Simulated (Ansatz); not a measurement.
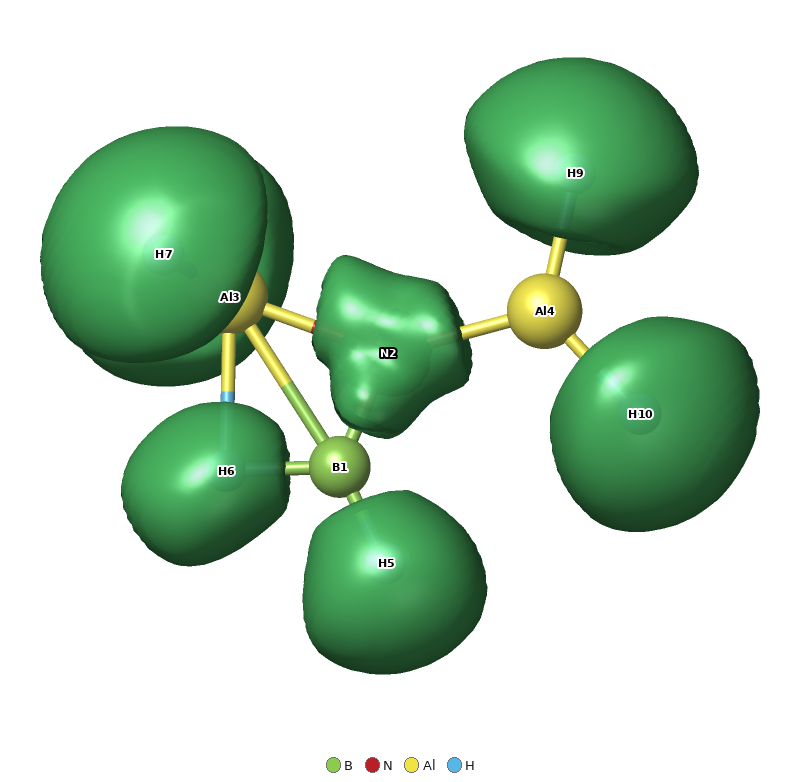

The picture shows: Al2BH6N. Isosurface of the ELF at 0.75 (green), seen at a tilt. Only the valence region is drawn (cores and ρ < 0.01 e/Å³ removed).

Level of theory: Ansatz, UKS PBE-D4/cc-pVDZ.

Input

```
crystal:
  periodic: [false, false, false]
  atoms:
    - { symbol: B, position_ang: [-1.07877, 0.46807, -0.69764] }
    - { symbol: "N", position_ang: [0.05113, -0.00419, 0.03899] }
    - { symbol: Al, position_ang: [0.21541, -1.8022, -0.27308] }
    - { symbol: Al, position_ang: [0.86258, 1.34482, 0.97314] }
    - { symbol: H, position_ang: [-1.38798, 1.61025, -0.65138] }
    - { symbol: H, position_ang: [-1.70144, -0.30369, -1.35552] }
    - { symbol: H, position_ang: [1.50111, -2.32714, -0.949] }
    - { symbol: H, position_ang: [-0.88772, -2.78062, 0.16844] }
    - { symbol: H, position_ang: [1.17592, 1.1338, 2.4709] }
    - { symbol: H, position_ang: [1.24977, 2.6609, 0.27516] }
magnetization:
  spin_polarized: true
basis:
  gaussian: { orbitals: cc-pVDZ }
hamiltonian:
  xc: pbe
  dispersion: d4
relax:
  f_tol: 0.02
  max_steps: 50
output:
  orbitals: {}
```

Command:

```sh
ansatz run input.yaml --threads 2 --pin off --max-ram 3072MiB --backend cpu --events-out ev --progress --plain --runs-dir out
```

The fields are those of the run's last geometry, not of the input's.

Where are the electrons localised?

Answer. At this value the surface marks out six regions around hydrogen nuclei and one region on N in which the atom's valence shell and bonds are merged. Along the contacts the grid gives the following. Al3···H6 (1.97 Å): the ELF climbs to about 1 towards the hydrogen. B–N (1.39 Å): the ELF peaks at about 0.90 between the atoms, as expected for a polar covalent bond.
